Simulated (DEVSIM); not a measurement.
Structure: Pt/HfO2/p-In0.53Ga0.47As capacitor, at 300 K.

```tsv
layer (left to right)	material	thickness (nm)	Na (cm⁻³)
1	HfO2	21.0	-
2	In0.53Ga0.47As	2500	2.6e16
```

Metal gate on the left, work function 5.6 eV. Fixed charge at the semiconductor interface -1e11 cm⁻² (in units of +e); no interface traps.

Constants are typed, rounded textbook-type inputs, not results; the design itself was drawn at random and stands for no fabricated device. Values at 300 K.

| parameter | HfO2 | In0.53Ga0.47As |
|---|---|---|
| gap (eV) | 5.7 | 0.74 |
| affinity (eV) | 2.5 | 4.51 |
| permittivity | 22 | 13.9 |
| Nc (cm⁻³) | - | 2.1e17 |
| Nv (cm⁻³) | - | 7.7e18 |

DEVSIM, 1D Poisson equation in equilibrium, Boltzmann statistics, complete ionisation; no quantum confinement or tunnelling. Metal contacts follow the ideal Schottky-Mott rule: no Fermi-level pinning, no interface dipoles.

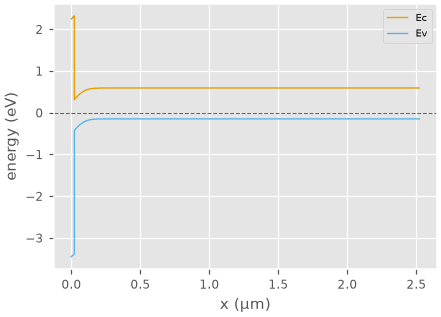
Fig. 1. Band edges at 0.85 V on the gate

Energies count from the Fermi level of the right contact; mesh points crowd at the junctions.

```
x (μm)    Ec (eV)  Ev (eV)  n (cm⁻³)  p (cm⁻³)  field (V/cm)
--------  -------  -------  --------  --------  ------------
0.000       2.250   -3.450     < 1e2     < 1e2         34000
0.001386    2.255   -3.445     < 1e2     < 1e2         34000
0.004410    2.265   -3.435     < 1e2     < 1e2         34000
0.01047     2.286   -3.414     < 1e2     < 1e2         34000
0.01780     2.311   -3.389     < 1e2     < 1e2         34000
0.02012     2.319   -3.381     < 1e2     < 1e2         34000
0.02131     0.314   -0.426    1.1e12    5.3e11         41000
0.02419     0.325   -0.415    7.2e11    8.4e11         40000
0.02998     0.348   -0.392    3.0e11    2.0e12         38000
0.04271     0.395   -0.345    4.9e10    1.2e13         34000
0.07318     0.483   -0.257     1.6e9    3.7e14         24000
0.1775      0.588   -0.152     2.8e7    2.2e16          1700
0.3875      0.593   -0.147     2.3e7    2.6e16           ≈ 0
0.8487      0.593   -0.147     2.3e7    2.6e16           ≈ 0
1.887       0.593   -0.147     2.3e7    2.6e16           ≈ 0
2.240       0.593   -0.147     2.3e7    2.6e16           ≈ 0
2.401       0.593   -0.147     2.3e7    2.6e16           ≈ 0
2.469       0.593   -0.147     2.3e7    2.6e16           ≈ 0
2.505       0.593   -0.147     2.3e7    2.6e16           ≈ 0
2.514       0.593   -0.147     2.3e7    2.6e16           ≈ 0
2.519       0.593   -0.147     2.3e7    2.6e16           ≈ 0
2.521       0.593   -0.147     2.3e7    2.6e16           ≈ 0
```
